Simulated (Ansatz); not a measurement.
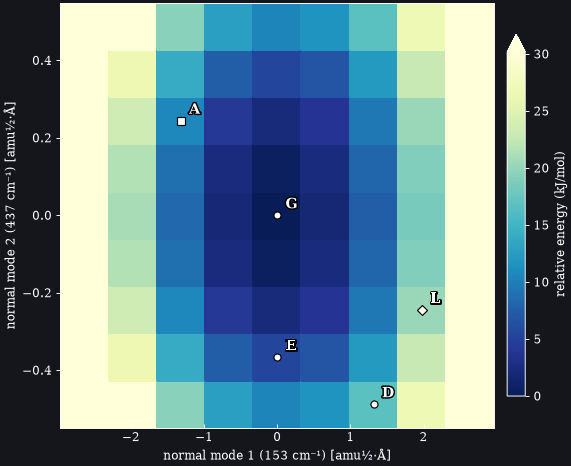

FGaHO, SMILES [O][GaH][F], spin multiplicity 2. Coordinates scanned: (1) normal mode 1 (153 cm⁻¹); (2) normal mode 2 (437 cm⁻¹). Nothing is relaxed (straight displacements along the two mass-weighted modes). The scan uses a 9 × 9 grid; 45 points were computed and 36 follow by symmetry. Energies are in kJ/mol, from the lowest grid point. Computed with Ansatz 0.2.0, UKS PBE-D4/def2-TZVP.

The picture shows one coloured cell a grid point, one colour for all values above the top of the scale, lettered points.

**Is L the lowest point of the computed grid?**

No. L lies 20.2 kJ/mol above the lowest grid point, which is at normal mode 1 (153 cm⁻¹) = 0.00 amu½·Å, normal mode 2 (437 cm⁻¹) = 0.000 amu½·Å.

**What kind of point is each of A, E, G, L: minimum, saddle, maximum or slope?**

A: on a slope; E: on a slope; G: minimum; L: on a slope. (In these two coordinates alone; a stationary point may lie a little off the grid point.)
